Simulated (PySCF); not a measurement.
Zn(I)(tBu), C4H9IZn, SMILES C[C](C)(C)[Zn][I], GFN2-xTB optimised geometry. Atoms within 1.6 Å of the plane z = 1.2 Å (x, y, z in Å): Zn1 (-0.93, 0.05, 0.00), I2 (-2.89, 1.68, 0.00), C3 (1.12, 0.05, 0.00), C4 (1.81, -1.28, 0.29), C6 (1.48, 1.07, 1.08), H7 (2.89, -1.13, 0.29), H9 (1.52, -1.68, 1.26), H13 (0.99, 2.02, 0.91), H14 (1.23, 0.70, 2.07), H15 (2.56, 1.25, 1.06).

Calculation: PBE0/def2-TZVP, def2 effective core potentials past Kr (PySCF). The core electrons that the potentials of I replace are not part of the density. Cells within 0.4 Å of a nucleus heavier than hydrogen are left out (blank, or x).

Map of the deformation density (molecule minus spherical neutral atoms) (e/bohr³) on the plane z = 1.2 Å:

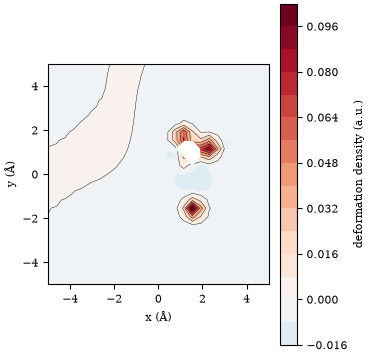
Figure. Deformation density (molecule minus spherical neutral atoms) (e/bohr³) on the plane z = 1.2 Å.
